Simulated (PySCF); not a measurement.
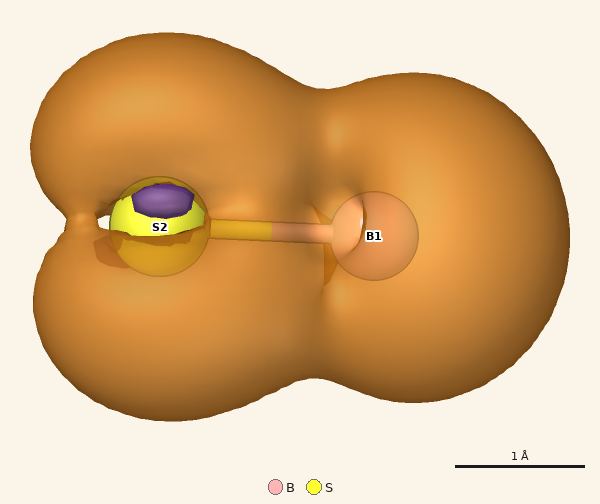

Figure 1: BS (charge +1, triplet). Isosurfaces of the spin density at +0.03 (orange) and −0.03 e/Å³ (purple), seen from one side.

Theory: PBE0/pcseg-1, non-relativistic, at a bond length of 1.712 Å (PySCF 2.14.0).

Q: Where is the unpaired spin?

A: The unpaired spin (2 electrons) lies mostly on B1 (about 1.1) and S2 (about 0.9), in electrons by Hirshfeld's partition.
